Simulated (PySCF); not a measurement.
# TaO₂OH: relaxation and vibrations of the singlet

Aim: relax TaO₂OH as a singlet from a T-shaped (ligand arrangement 1) start, check by its vibrations whether the end is a minimum, and collect its spectrum and constants.

Method: PBE0, basis Ta def2-TZVP with ECP60, O def2-TZVP, H def2-TZVP, scalar-relativistic core potentials, no spin–orbit coupling, density fitting; program: PySCF 2.14.0.

## Step 1: Starting geometry

5 atoms, charge 0, spin multiplicity 1.

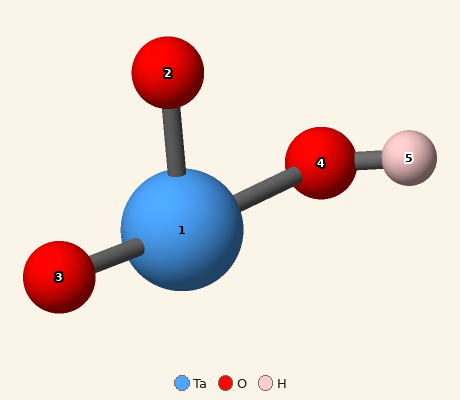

The starting geometry (tantalum blue, oxygen red, hydrogen pink); atoms are numbered from 1 in the order of the file.

Z-matrix (Å, degrees; charge 0 multiplicity 1):
```
Ta
O  1 1.8300
O  1 1.8300 2 88.00
O  1 2.0900 2 88.00 3 180.00
H  4 0.9600 1 130.00 2 89.99
```

## Step 2: Finding the electronic state

The steps below are one call of a driver around PySCF. For each, scf.py gives the equivalent set-up of the SCF; relaxations use the driver's own optimiser. After this first run the driver tries any further starts and a stability analysis.

Input file scf.py:

```python
from pyscf import gto, scf, dft
mol = gto.M(atom='''
Ta     0.000000     0.000000     0.000000
O      0.000000     0.000000     1.830000
O      1.828900     0.000000     0.063900
O     -2.088700     0.000000     0.072900
H     -2.705400     0.735400     0.094500''',
    basis={'Ta': 'def2-TZVP', 'O': 'def2-TZVP', 'H': 'def2-TZVP'},
    ecp={'Ta': 'def2-TZVP'},
    charge=0, spin=0)
mf = dft.RKS(mol, xc='PBE0')
mf.grids.atom_grid = (50, 194)
aux = {'Ta': 'def2-universal-JKFIT', 'O': 'def2-universal-JKFIT', 'H': 'def2-universal-JKFIT'}
mf = mf.density_fit(auxbasis=aux)
mf.conv_tol = 1e-08
mf.diis_space = 10
mf.max_cycle = 60
mf.init_guess = 'minao'
mf.verbose = 4
mf.kernel()
```

Launch:

```sh
> OMP_NUM_THREADS=4 python axn.py task.json out
```

The runs that follow: Relaxing the singlet from the T-shaped (ligand arrangement 1) start; Vibrations and properties at this point.

Before running it: what results should come out? Wanted: minimum; geometry; wavenumbers; dipole moment; highest occupied, lowest empty level; polar-tensor charge of Ta1; zero-point energy; atomisation energy.

**Answer**, as computed:

```
                                 quantity                                                                                                     value
                                  minimum                                                                                               singlet, C1
                                 geometry  O–H 0.958 Å, Ta–O 1.735 Å (×2), Ta–O 1.916 Å; H–O–Ta 129.3°, O–Ta–O 107.4°, O–Ta–O 109.2°, O–Ta–O 109.6°
                       wavenumbers (cm⁻¹)                         187 (a), 230 (a), 272 (a), 351 (a), 568 (a), 704 (a), 938 (a), 1004 (a), 3936 (a)
                            dipole moment                                                                                                    5.60 D
     highest occupied, lowest empty level                                                                                           -7.89, -3.68 eV
               polar-tensor charge of Ta1                                                                                                   +2.18 e
                        zero-point energy                                                                                               49.0 kJ/mol
                      entropy at 298.15 K                                                                                           315.9 J/(mol K)
atomisation energy (no zero-point energy)                                                                                               2318 kJ/mol
```

The T-shaped (ligand arrangement 1) start ends in a minimum without symmetry. The strongest infrared band lies at 938 cm⁻¹ (a). With 5.6 D the molecule is strongly polar. Other starts or spin states, not run here, may lie lower. Spin–orbit coupling, left out here, can matter for elements this heavy.
